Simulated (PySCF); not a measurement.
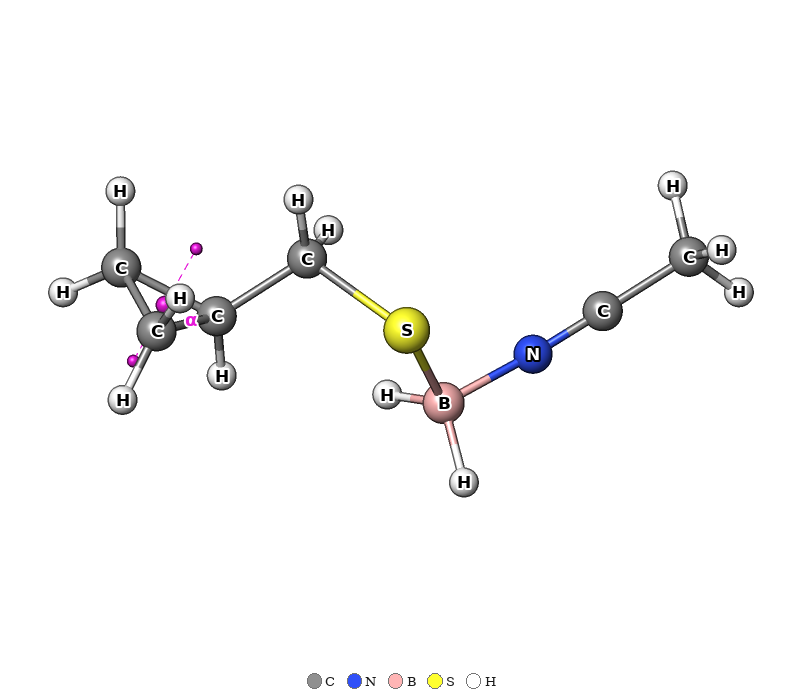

The small points mark where nucleus-independent chemical shifts (NICS) were computed: at the centre of each lettered ring and 1 Å above and below it. The geometry was computed by an optimisation with GFN2-xTB. No frequency run is at hand to confirm it as a minimum. Method: GIAO PBE0/pcSseg-1 NMR shielding, non-relativistic, gas phase (PySCF 2.14.0).

Give NICS(0), NICS(1) and the out-of-plane component NICS(1)zz for each ring (means of the two sides).

```json
{"ring": "α", "members": "C3", "NICS(0)": "−43.2", "NICS(1)": "−8.6", "NICS(1)zz": "−21.7"}
```

Values in ppm.

The geometry is semi-empirical. Around B such bond lengths and angles can be off by a tenth of an ångström or more and by several degrees, and values that hang on the shape move with them.
